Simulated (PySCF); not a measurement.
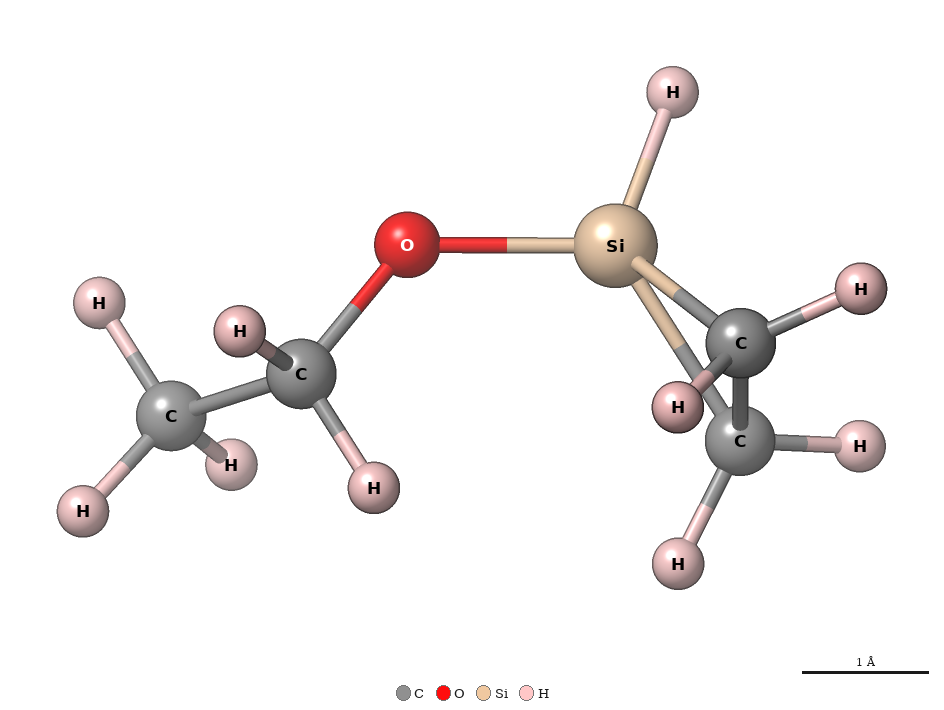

Distant atoms are faded towards the background colour. The computed structure is the end point of a PBE0-D3(BJ)/def2-SVP optimisation. No frequency run is at hand to confirm it as a minimum. Masses are those of the most abundant isotopes; constants are for the rigid equilibrium geometry.

Question: What kind of rotor is it, and what are its rotational constants in MHz?

Answer: An asymmetric top (C1): A = 6400, B = 1548, C = 1464 MHz. Ray's parameter κ is −0.97, close to the prolate limit.
